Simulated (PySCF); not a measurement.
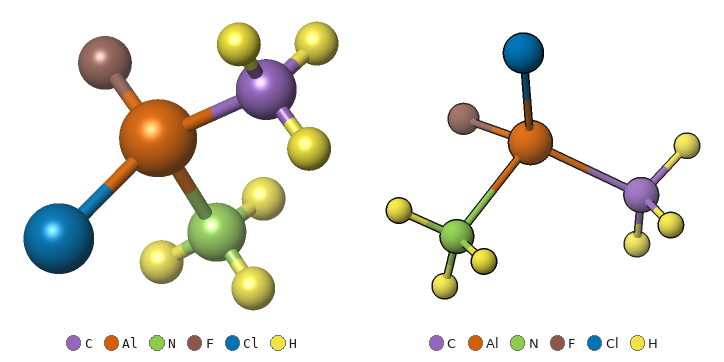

The same structure drawn twice, from different directions.

What is the molecular formula?

CH₆AlClFN, 11 atoms: 1 carbon, 6 hydrogen, 1 aluminium, 1 chlorine, 1 fluorine and 1 nitrogen.

How many bonds of each kind are drawn?

3 C–H, 3 N–H, 1 C–Al, 1 Al–N, 1 Al–F, 1 Al–Cl.

The parts below concern this one geometry. Atoms keep their numbers from picture to picture. The geometry was computed by an optimisation with PBE0-D3(BJ)/def2-SVP. No frequency run is at hand to confirm it as a minimum.

## Geometry

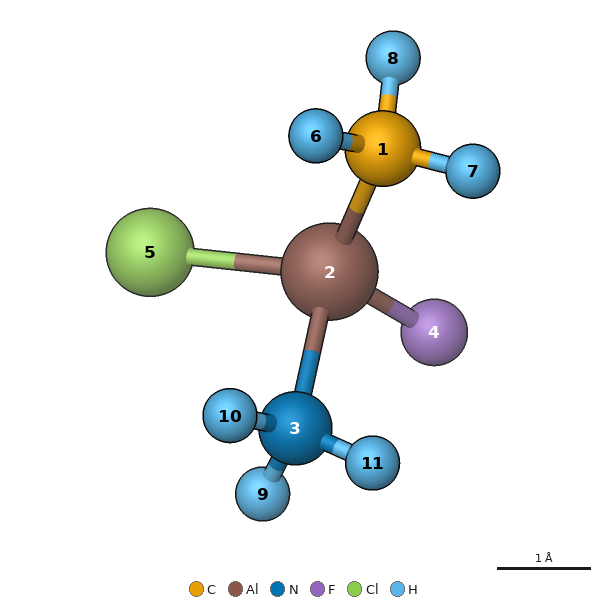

Atoms carry their numbers in the input. No frequency run is at hand to confirm it as a minimum.

Give the bond lengths.

| bond | length (Å) |
| --- | --- |
| C1–Al2 | 1.946 |
| C1–H6 | 1.103 |
| C1–H7 | 1.103 |
| C1–H8 | 1.103 |
| Al2–N3 | 2.036 |
| Al2–F4 | 1.684 |
| Al2–Cl5 | 2.139 |
| N3–H9 | 1.022 |
| N3–H10 | 1.021 |
| N3–H11 | 1.021 |

## Levels of theory compared

No frequency run is at hand to confirm it as a minimum. Program: PySCF 2.14.0.

Tabulate dipole (D), HOMO energy (eV), HOMO–LUMO gap (eV) at these levels: B97-2/pcSseg-2; CAM-B3LYP/pcSseg-2; PBE0/6-31G*; PBE0/IGLO-III; PBE0/def2-SVP; PBE0/def2-TZVP; PBE0/pcSseg-0; PBE0/pcSseg-2; WP04/pcSseg-2.

| level | dipole (D) | HOMO energy (eV) | HOMO–LUMO gap (eV) |
| --- | --- | --- | --- |
| B97-2/pcSseg-2 | 6.05 | −7.75 | 7.09 |
| CAM-B3LYP/pcSseg-2 | 6.10 | −9.40 | 9.39 |
| PBE0/6-31G* | 6.33 | −7.79 | 8.17 |
| PBE0/IGLO-III | 5.85 | −7.92 | 7.40 |
| PBE0/def2-SVP | 6.16 | −7.80 | 7.95 |
| PBE0/def2-TZVP | 5.98 | −7.95 | 7.61 |
| PBE0/pcSseg-0 | 6.87 | −8.01 | 8.12 |
| PBE0/pcSseg-2 | 6.06 | −8.02 | 7.33 |
| WP04/pcSseg-2 | 6.09 | −9.06 | 6.94 |

## NMR shielding

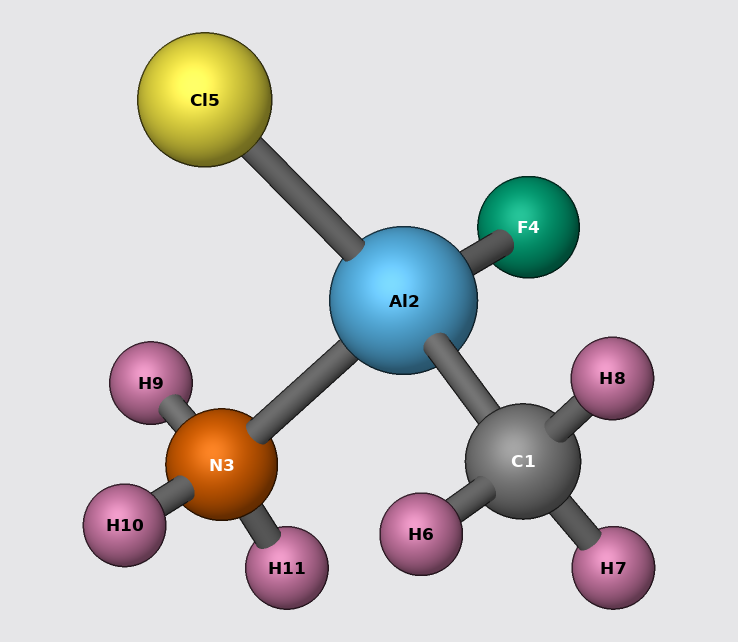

No frequency run is at hand to confirm it as a minimum. Level of theory: GIAO B97-2/pcSseg-2 NMR shielding, non-relativistic, gas phase (PySCF 2.14.0). Principal shieldings σ11 ≤ σ22 ≤ σ33, span Ω = σ33 − σ11, skew κ = 3(σiso − σ22)/Ω.

Give the shielding tensors of the F atoms.

```csv
atom,σ11,σ22,σ33,σiso,Ω,κ
F4,323.8,340.4,411.2,358.5,87.3,0.62
```

Shieldings and span in ppm.

## Charges

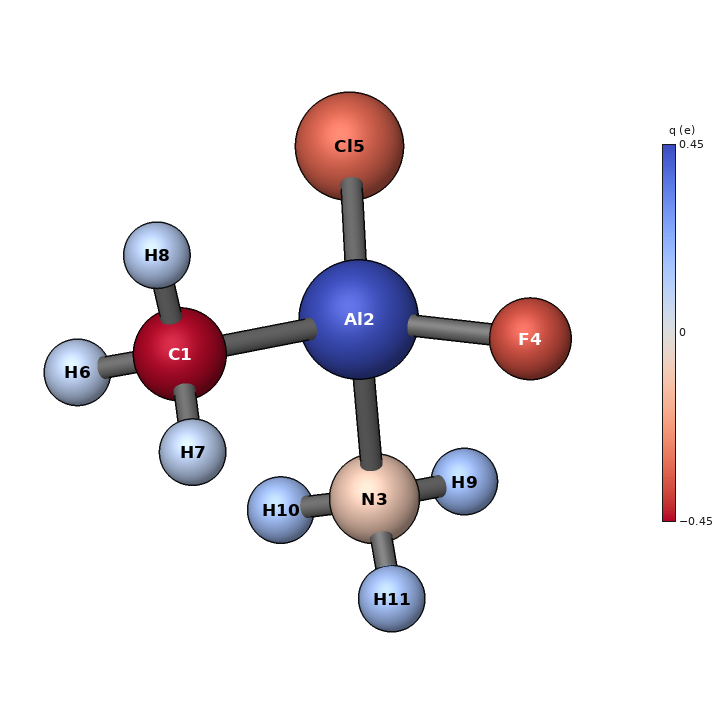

Atoms are coloured by their Mulliken charges. No frequency run is at hand to confirm it as a minimum. Properties computed with PBE0/cc-pVTZ, gas phase (PySCF 2.14.0).

List the Mulliken charges.

```csv
atom,value (e)
C1,−0.44
Al2,0.44
N3,−0.09
F4,−0.36
Cl5,−0.32
H6,0.09
H7,0.09
H8,0.11
H9,0.17
H10,0.16
H11,0.16
```

Mulliken values depend strongly on the basis set and can even reverse the polarity of a bond.
